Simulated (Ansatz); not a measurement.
Consider ClFGeHSi (SMILES F[Si](Cl)=[GeH+]) (charge +1).

The calculation's input:

```
crystal:
  periodic: [false, false, false]
  atoms:
    - {symbol: Cl, position_ang: [-1.843353, -3.862214, -1.402557]}
    - {symbol: F, position_ang: [1.072331, -4.004695, -0.737174]}
    - {symbol: Ge, position_ang: [0.543527, -0.508399, -1.438335]}
    - {symbol: Si, position_ang: [-0.071911, -2.967357, -1.135622]}
    - {symbol: H, position_ang: [0.142636, -0.508805, 0.117562]}
basis:
  gaussian:
    orbitals: def2-TZVPD
total_charge: 1
hamiltonian:
  xc: {name: PBE0}
output:
  forces: true
  orbitals: {seedname: orbitals}
```

Run with:

```sh
ansatz run input.yaml --threads 2 --pin off --max-ram 4350MiB --events-out events.jsonl --progress --plain --runs-dir runs
```

Geometry: B3LYP-D3(BJ)/def2-SVP.

Computed with isolated molecule in a Gaussian basis; Kohn-Sham density functional theory, functional PBE0 in Ansatz.

Question: What will maps of the electron density and electron localisation function show?

Answer: Si–F (1.60 Å): ρ is about 1.2 e/Å³ halfway; the ELF peaks at about 0.85 in the valence shell of F, 0.6 Å from its nucleus, and is about 0.50 at the midpoint.
Si–Cl (2.00 Å): the density is about 1 e/Å³ at the midpoint; the ELF peaks at about 0.85 between the atoms; a shared but strongly polarised pair.
Si–Ge (2.55 Å): ρ is about 0.45 e/Å³ halfway; the ELF peaks at about 0.95 between the atoms (a shared electron pair).

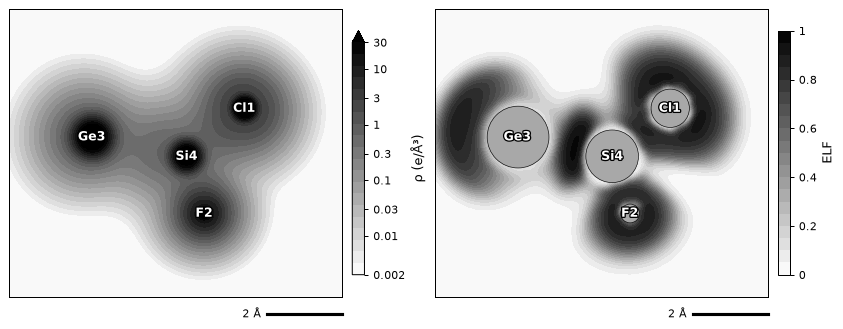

Computed electron density and electron localisation function on the plane of atoms Cl1, Si4 and Ge3, in this order. Grey discs cover the atomic cores in the ELF map. 
